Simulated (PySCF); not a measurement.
**C₃H₆O₂Si: one change and its effect**

System: C₃H₆O₂Si, SMILES C1=CO[SiH2]OC1.
Method of run 1: GIAO PBE0/STO-3G NMR shielding, non-relativistic, gas phase (PySCF 2.14.0).

The geometry comes from this level: PBE0-D3(BJ)/def2-SVP. Text and figures count atoms from 1; the logs count them from 0 in places.

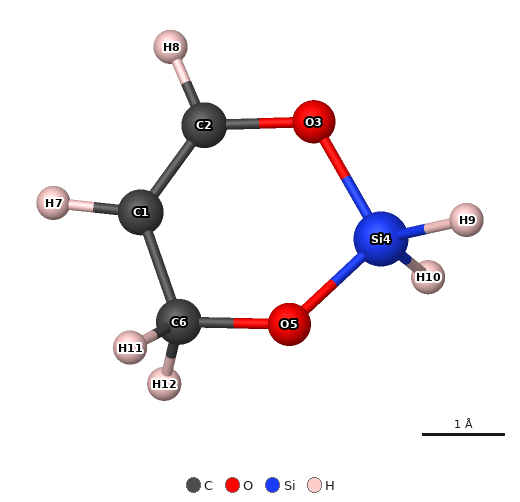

Fig. 1: The structure (ball-and-stick view, seen at a tilt; atoms are numbered from 1 in the order of the input). Bond lengths as drawn: C–C 1.34 to 1.50 Å, C–H 1.09 to 1.11 Å, C–O 1.36 to 1.41 Å, H–Si 1.48 to 1.49 Å and O–Si 1.65 to 1.68 Å.

### Input file, run 1
```
{"job": {"kind": "nmr", "xc": "PBE0", "basis": "STO-3G", "pop": true}, "charge": 0, "multiplicity": 1}
C     -1.793029    -0.549064    -0.120933
C     -1.616965     0.758195     0.114032
O     -0.437166     1.362089     0.403995
Si     0.981408     0.463393     0.285266
O      0.521328    -1.119759     0.411170
C     -0.718366    -1.593968    -0.070308
H     -2.805071    -0.889524    -0.352972
H     -2.453714     1.462953     0.088061
H      1.873542     0.807330     1.416946
H      1.616441     0.766538    -1.027164
H     -1.036128    -2.417360     0.593950
H     -0.579545    -2.047112    -1.072310
```

The first line tells a small driver script what to run in PySCF; the rest is the geometry in Å.

Launched with:
```bash
OMP_NUM_THREADS=1 python <driver script> task.json out
```

Hardware: 1 CPU thread, shared host.

### Output (run 1)
```
coarse grid: 10776 points
cycle   1  E = -550.5217775008  dE =  1.011e+00  |g| = 6.730e-01  |ddm| = 4.563e+00
cycle   2  E = -550.4367204647  dE =  8.506e-02  |g| = 9.182e-01  |ddm| = 2.137e+00
cycle   3  E = -550.6714972679  dE = -2.348e-01  |g| = 1.721e-01  |ddm| = 1.274e+00
cycle   4  E = -550.6797193797  dE = -8.222e-03  |g| = 6.099e-02  |ddm| = 3.055e-01
cycle   5  E = -550.6808868616  dE = -1.167e-03  |g| = 1.331e-02  |ddm| = 9.637e-02
cycle   6  E = -550.6809428403  dE = -5.598e-05  |g| = 3.310e-03  |ddm| = 1.914e-02
cycle   7  E = -550.6809460349  dE = -3.195e-06  |g| = 5.031e-04  |ddm| = 4.584e-03
final grid: 100200 points
cycle   8  E = -550.6344632701  dE = -2.621e-06  |g| = 5.315e-03  |ddm| = 1.507e-02
cycle   9  E = -550.6344579807  dE =  5.289e-06  |g| = 6.681e-03  |ddm| = 1.537e-02
cycle  10  E = -550.6344712122  dE = -1.323e-05  |g| = 1.388e-03  |ddm| = 9.812e-03
cycle  11  E = -550.6344718261  dE = -6.139e-07  |g| = 8.975e-05  |ddm| = 1.876e-03
cycle  12  E = -550.6344718286  dE = -2.460e-09  |g| = 1.947e-05  |ddm| = 1.362e-04
cycle  13  E = -550.6344718287  dE = -1.014e-10  |g| = 8.880e-06  |ddm| = 3.602e-05
converged SCF energy = -550.6344718287

GIAO shielding tensors (ppm)
atom      isotropic    diamagn.    paramagn.     s11        s22        s33       span
  0 C      145.782     252.753    -106.971     64.289    158.049    215.009    150.720
  1 C      116.161     254.047    -137.886     40.838    130.949    176.697    135.859
  2 O      345.943     376.665     -30.721    170.342    377.989    489.498    319.156
  3 Si     547.142     867.960    -320.818    507.058    524.780    609.589    102.531
  4 O      437.179     376.294      60.884    333.061    460.195    518.279    185.218
  5 C      183.746     244.882     -61.136    163.682    173.145    214.411     50.729
  6 H       28.690      30.050      -1.360     25.833     29.021     31.217      5.385
  7 H       26.762      29.325      -2.564     24.088     26.586     29.612      5.524
  8 H       29.320      30.881      -1.561     25.630     25.991     36.338     10.708
  9 H       29.672      31.819      -2.147     25.832     26.217     36.966     11.133
 10 H       30.303      28.877       1.426     25.566     27.557     37.786     12.219
 11 H       30.645      30.105       0.540     26.011     27.782     38.142     12.131
```

For run 2 the input was changed thus:
```diff
-"basis": "STO-3G"
+"basis": "6-31G*"
```

Predict how the results change.

The total energy of run 2 is 4282.3 kcal/mol lower, which measures the change of basis and not a stability. The HOMO goes from −3.59 to −6.43 eV. The LUMO goes from 4.26 to 0.76 eV. The dipole moment goes from 0.65 to 1.07 D. Of all shieldings, the largest change is that of O5, by −125.9 ppm. The SCF takes 14 iterations against 13. The basis functions go from 40 to 100.

### Output (run 2)
```
coarse grid: 10776 points
cycle   1  E = -557.3942576817  dE =  9.206e-01  |g| = 8.035e-01  |ddm| = 3.290e+00
cycle   2  E = -557.2479825275  dE =  1.463e-01  |g| = 1.192e+00  |ddm| = 1.584e+00
cycle   3  E = -557.5159504500  dE = -2.680e-01  |g| = 1.072e-01  |ddm| = 1.033e+00
cycle   4  E = -557.5179159280  dE = -1.965e-03  |g| = 5.571e-02  |ddm| = 1.404e-01
cycle   5  E = -557.5186510616  dE = -7.351e-04  |g| = 1.755e-02  |ddm| = 6.058e-02
cycle   6  E = -557.5187242651  dE = -7.320e-05  |g| = 4.117e-03  |ddm| = 1.829e-02
cycle   7  E = -557.5187274893  dE = -3.224e-06  |g| = 1.251e-03  |ddm| = 3.852e-03
final grid: 100200 points
cycle   8  E = -557.4586732087  dE = -8.451e-06  |g| = 8.864e-03  |ddm| = 1.658e-02
cycle   9  E = -557.4586543729  dE =  1.884e-05  |g| = 1.324e-02  |ddm| = 1.613e-02
cycle  10  E = -557.4586889651  dE = -3.459e-05  |g| = 1.352e-03  |ddm| = 1.036e-02
cycle  11  E = -557.4586894095  dE = -4.443e-07  |g| = 2.194e-04  |ddm| = 1.314e-03
cycle  12  E = -557.4586894182  dE = -8.726e-09  |g| = 1.056e-04  |ddm| = 2.709e-04
cycle  13  E = -557.4586894207  dE = -2.539e-09  |g| = 1.745e-05  |ddm| = 1.064e-04
cycle  14  E = -557.4586894208  dE = -5.161e-11  |g| = 8.892e-06  |ddm| = 1.941e-05
converged SCF energy = -557.4586894208

GIAO shielding tensors (ppm)
atom      isotropic    diamagn.    paramagn.     s11        s22        s33       span
  0 C       95.056     256.065    -161.009     10.152    115.219    159.799    149.647
  1 C       56.904     247.958    -191.055    -34.041     80.648    124.104    158.145
  2 O      237.079     394.459    -157.381    175.241    203.365    332.630    157.388
  3 Si     424.618     881.413    -456.795    385.279    439.955    448.621     63.342
  4 O      311.310     392.355     -81.045    257.449    315.525    360.957    103.508
  5 C      134.218     240.657    -106.439    113.942    121.601    167.112     53.170
  6 H       27.946      28.009      -0.062     26.394     28.653     28.793      2.399
  7 H       25.540      27.231      -1.691     22.623     26.295     27.702      5.080
  8 H       26.671      29.598      -2.927     23.599     24.093     32.321      8.722
  9 H       26.404      30.117      -3.713     23.378     24.198     31.637      8.259
 10 H       27.524      27.768      -0.244     23.100     27.071     32.400      9.300
 11 H       27.354      28.306      -0.952     23.144     26.688     32.231      9.087
```

### The two runs side by side

```csv
quantity,run 1,run 2
outcome,converged,converged
total energy (hartree),−550.634472,−557.458689
HOMO (eV),−3.59,−6.43
LUMO (eV),4.26,0.76
dipole moment (D),0.65,1.07
shielding of C1 (ppm),145.8,95.1
shielding of C2 (ppm),116.2,56.9
shielding of O3 (ppm),345.9,237.1
shielding of Si4 (ppm),547.1,424.6
shielding of O5 (ppm),437.2,311.3
shielding of C6 (ppm),183.7,134.2
shielding of H12 (ppm),30.6,27.4
SCF iterations,13,14
basis functions,40,100
wall time (shared host),5 s,13 s
```
